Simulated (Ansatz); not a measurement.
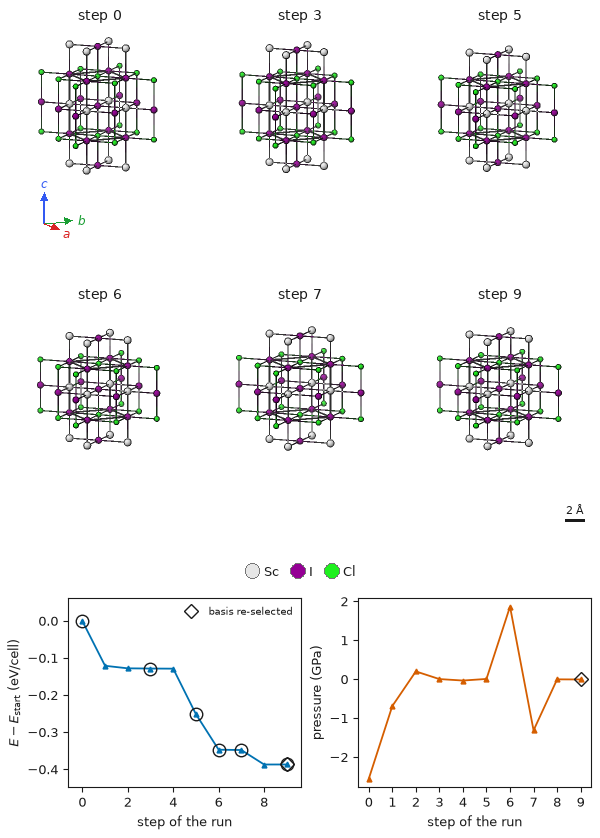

Frames of a relaxation of a crystal of ScI2Cl (a generated structure, set up in P4/mmm), marked on the history of the run. Style: ball-and-stick. Shown: the cell of the calculation, slightly off an axis.

These are results of Ansatz 0.2.0, DFT PBE, scalar-relativistic, plane waves, PAW, not measurements. Set-up: plane-wave cutoff 420 eV; k-point mesh 10 × 10 × 8; occupations gaussian; smearing width 0.1 eV; collinear spin; cell and atoms relaxed; force threshold 0.01 eV/Å; at most 80 steps.

What happens along the run?

Over 8 accepted moves (9 points after the start) the energy falls by 0.387 eV per cell of the calculation. All forces vanish by symmetry, so only the cell relaxes. Pressure: −2.56 GPa at the start and 0.00 GPa at the end. The SCF was repeated once at an unchanged geometry on a basis and grid sized afresh for the cell, which shifted the energy by 0.1 meV per cell of the calculation at most. No atom moves by more than 0.005 Å relative to the cell. The drawn cell changes as follows: a = b 4.583 → 4.826 Å (+5.3 %), c 6.498 → 5.682 Å (−12.6 %); the volume changes by −3.0 %. Near-neighbour distances that change, for instance: I–Sc 3.249 → 2.841 Å, Cl–I 3.249 → 2.841 Å, I–Sc 3.241 → 3.413 Å, Cl–I 3.241 → 3.413 Å. The space group stays P4/mmm (No. 123). From step 0 to 3: volume −10.2 %, energy −0.128 eV per cell of the calculation. From step 3 to 5: volume +2.2 %, energy −0.123 eV per cell of the calculation. From step 5 to 6: energy −95.7 meV per cell of the calculation. From step 6 to 7: volume +13.2 %, energy −0.9 meV per cell of the calculation. From step 7 to 9: volume −6.5 %, energy −38.9 meV per cell of the calculation.

| step | E − E(0), meV/atom | pressure, GPa | volume, Å³/atom | note |
| --- | --- | --- | --- | --- |
| 0 | 0.00 | -2.56 | 34.127 |  |
| 1 | -30.18 | -0.69 | 31.356 |  |
| 2 | -31.90 | 0.20 | 30.444 |  |
| 3 | -32.04 | 0.01 | 30.632 |  |
| 4 | -32.12 | -0.03 | 30.675 |  |
| 5 | -62.79 | 0.01 | 31.302 |  |
| 6 | -86.72 | 1.87 | 31.273 |  |
| 7 | -86.95 | -1.31 | 35.386 |  |
| 8 | -96.69 | 0.00 | 33.091 |  |
| 9 | -96.67 | 0.00 | 33.091 | same geometry, new basis |
